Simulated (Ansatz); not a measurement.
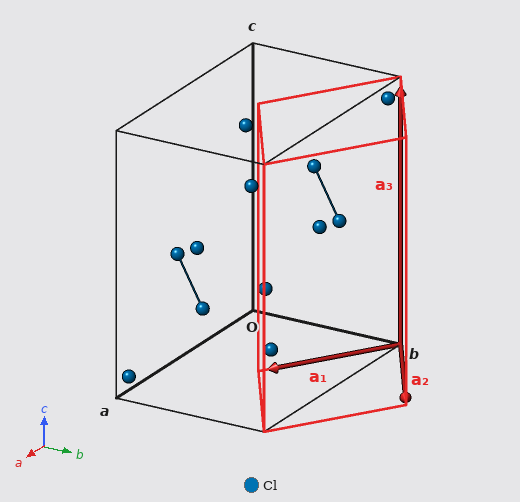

Crystal: Cl, the end point of a relaxation with DFT, revPBE, plane waves (420 eV) with PAW, scalar-relativistic (Ansatz 0.2.0). The conventional cell (thin) and a primitive cell (coloured, vectors a₁, a₂, a₃, drawn from the corner at b). All values are computed from the atomic coordinates in the standard setting (tolerance 0.002 Å).

a = 8.862 Å, b = 5.718 Å, c = 9.623 Å, α = 90.00°, β = 90.00°, γ = 90.00°.

What is the centring, and how are the primitive vectors built?

Answer. C, C-centred orthorhombic, with lattice points at (0, 0, 0), (1/2, 1/2, 0). a₁ = 1/2 a − 1/2 b; a₂ = 1/2 a + 1/2 b; a₃ = c.

Give the primitive cell's size and content.

Answer. Edges 5.273, 5.273, 9.623 Å; angles 90.00°, 90.00°, 65.66°; volume 243.83 Å³, 1/2 of the conventional cell; 4 of its 8 atoms.
